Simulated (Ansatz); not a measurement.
C2H5Ge (charge −1)

```yaml
atoms:
  - { symbol: C, position_ang: [-0.5515, 0.1830, 0.9358] }
  - { symbol: C, position_ang: [-0.4411, -0.6166, -0.1407] }
  - { symbol: Ge, position_ang: [0.7257, 0.4614, 2.4585] }
  - { symbol: H, position_ang: [-1.5381, 0.6602, 1.0673] }
  - { symbol: H, position_ang: [0.4963, -1.1392, -0.3676] }
  - { symbol: H, position_ang: [-1.2692, -0.7882, -0.8434] }
  - { symbol: H, position_ang: [2.0626, 0.1853, 1.6105] }
  - { symbol: H, position_ang: [0.7961, 2.0588, 2.2870] }
```

Geometry: PBE0-D3(BJ)/def2-SVPD.

Theory: isolated molecule in a Gaussian basis; Kohn-Sham density functional theory, functional PBE0 in Ansatz 0.2.0.

What will maps of the electron density and electron localisation function show?

C–C (1.35 Å): ρ is about 2.3 e/Å³ halfway; the ELF peaks at about 0.90 between the atoms: localised, covalent bonding.
C–Ge (2.01 Å): the density is about 0.77 e/Å³ at the midpoint; the ELF peaks at about 0.95 in the valence shell of C, 0.7 Å from its nucleus, and is about 0.65 at the midpoint.
C–H (1.10 Å): ρ is about 1.9 e/Å³ halfway; the ELF climbs to about 1 towards the hydrogen, as it does in any bond to H: an ordinary covalent bond to hydrogen.

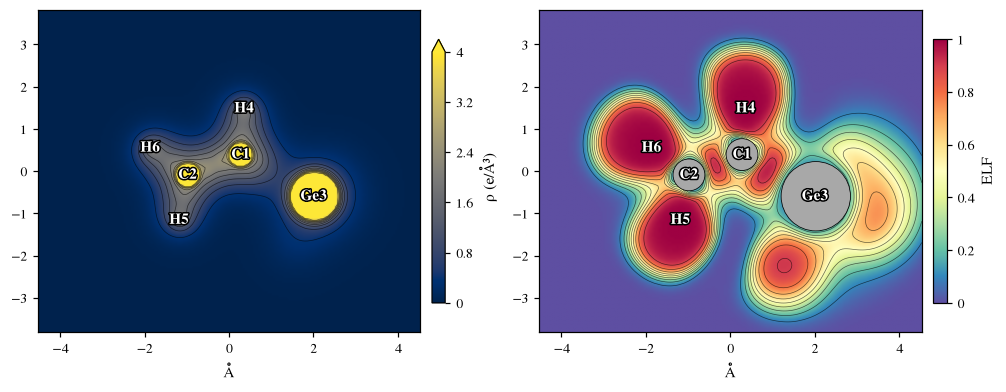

Computed electron density and electron localisation function on the plane of atoms C2, C1 and Ge3, in this order. Grey discs cover the atomic cores in the ELF map. 
